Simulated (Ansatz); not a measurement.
**A computed series for Ge: pressure series**

Base system: Ge in the diamond structure (space group Fd-3m, No. 227).

```xyz
2
Lattice="0.0000 2.8811 2.8811 2.8811 0.0000 2.8811 2.8811 2.8811 0.0000" Properties=species:S:1:pos:R:3 pbc="T T T"
Ge     2.8811     2.8811     2.8811
Ge     4.3217     4.3217     4.3217
```

Cell and atoms are relaxed at each pressure.

The values are results of PBE, PAW, 420 eV (Ansatz, a first-principles code; without spin-orbit coupling), earlier PAW set, not measurements.

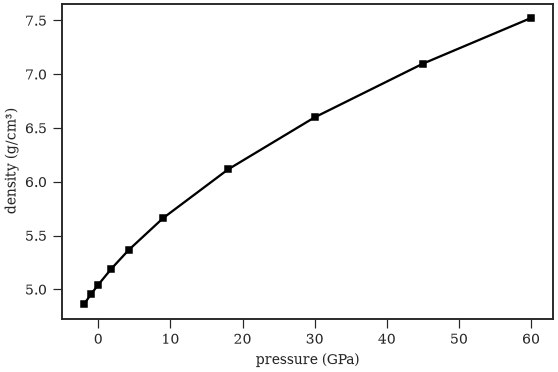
Density against pressure

Q: From the plot, what is the density for pressure 4.2 GPa?

A: About 5.4 g/cm³.

Q: Is the trend monotonic over the range shown?

A: Yes, it rises throughout, spanning 4.86 g/cm³ to 7.52 g/cm³.

Load acts through the strain it causes; cell and atoms are relaxed under it. Whether these cells are dynamically stable was not tested. Measured, Ge leaves this structure (for the β-tin structure) near 10.6 GPa (room temperature; as listed in arXiv:1906.07825).
